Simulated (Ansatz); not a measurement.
## Electronic structure of H$_{6}$InNOSi (SMILES [OH][InH][NH][SiH3]) in real space

Input file:

```
crystal:
  periodic: [false, false, false]
  atoms:
    - {symbol: O, position_ang: [-2.302644, 1.387592, 1.624312]}
    - {symbol: In, position_ang: [-1.524635, 0.487845, 0.035190]}
    - {symbol: N, position_ang: [0.421519, 0.000424, 0.322040]}
    - {symbol: Si, position_ang: [1.476026, -0.785964, -0.779526]}
    - {symbol: H, position_ang: [-1.683501, 1.494701, 2.349386]}
    - {symbol: H, position_ang: [-2.457659, 0.207101, -1.345779]}
    - {symbol: H, position_ang: [0.802730, 0.253492, 1.222748]}
    - {symbol: H, position_ang: [0.689485, -1.046891, -2.016771]}
    - {symbol: H, position_ang: [2.666185, 0.037579, -1.141029]}
    - {symbol: H, position_ang: [1.995693, -2.087179, -0.267372]}
basis:
  gaussian: {orbitals: def2-TZVPP}
hamiltonian: {xc: pbe0, dispersion: d4}
output: {orbitals: {seedname: orbitals}}
```

Run with:

```sh
ansatz run in.yaml --threads 4 --pin off --events-out ev --progress --plain --max-ram 10444MiB
```

Geometry: PBE0-D4/def2-TZVP; core potentials replace the inner electrons of In.

Level of theory: RKS PBE0-D4/def2-TZVPP (Ansatz 0.2.0).

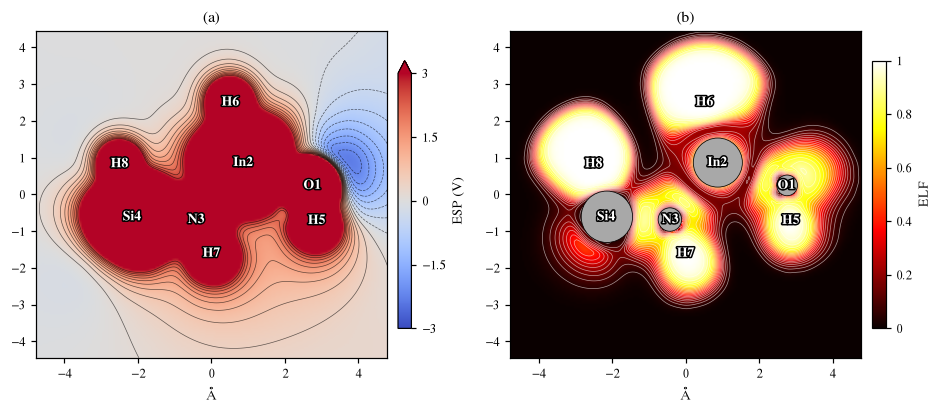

Figure 1. (a) electrostatic potential; (b) electron localisation function on the plane of atoms N3, Si4 and H8. Grey discs cover the atomic cores in the ELF map.

**Describe what can be read from this map.**

The plane passes through O, In, N, Si and H nuclei. Si–N (1.72 Å): the ELF peaks at about 0.90 between the atoms: a polar covalent bond. In–O (1.98 Å): the ELF peaks at about 0.85 in the valence shell of O, 0.6 Å from its nucleus, and drops to about 0.15 between the two atoms. In–N (2.03 Å): the ELF peaks at about 0.85 in the valence shell of N, 0.7 Å from its nucleus, and drops to about 0.15 between the two atoms. O–H (0.96 Å): the ELF climbs to about 1 towards the hydrogen, as it does in any bond to H (an ordinary covalent bond to hydrogen). N–H (1.01 Å): the ELF climbs to about 1 towards the hydrogen; an ordinary covalent bond to hydrogen. The ELF also peaks beside O1, away from the bonds: lone-pair regions. Outside the dense part of the molecule the potential is most negative (−2.3 V) near O1.

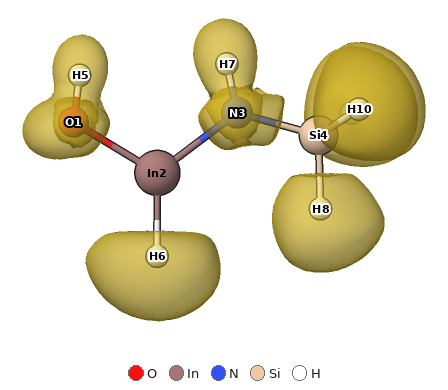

Figure 2. Isosurface of the electron localisation function at 0.75 (yellow), seen across its widest extent. Core shells and regions of very low density are left out.

**What do the ELF domains correspond to?**

The surface consists of four regions around hydrogen nuclei, one joined region spread over several atoms (H, N), in which their bonds and any lone pairs are merged and one joined region spread over several atoms (H, O), in which their bonds and any lone pairs are merged.

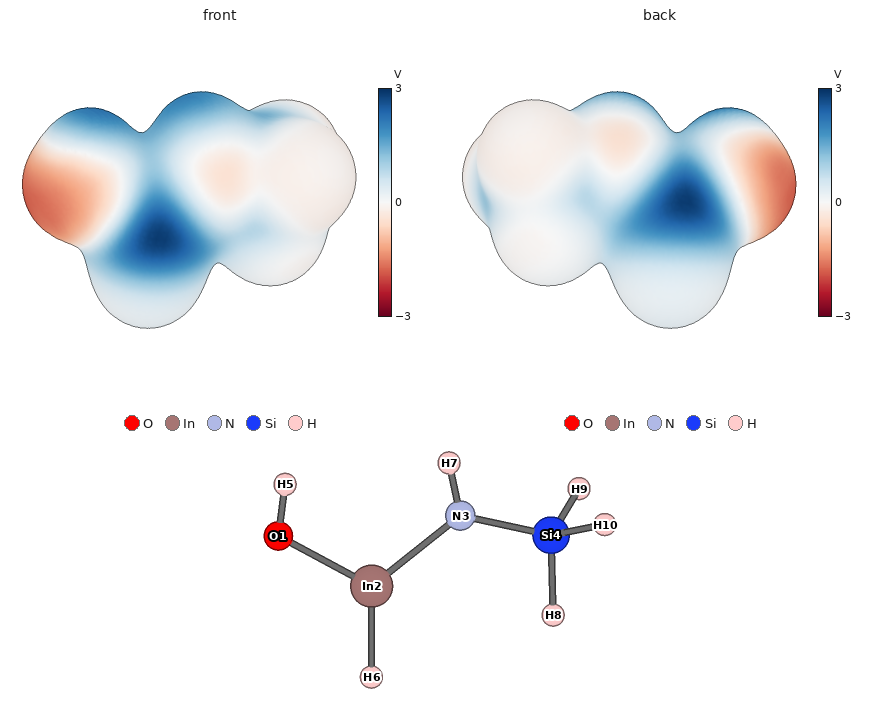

Figure 3. The molecular electrostatic potential painted on the density surface at 0.002 e/bohr³, seen from the front and from behind; red is negative and blue positive. The bare structure is drawn below in the same view.

**Describe the electrostatic potential map.**

The most negative region (about −1.8 V) lies over O1, the most positive (about +2.8 V) over In2. O1 is the likeliest acceptor of a hydrogen bond.
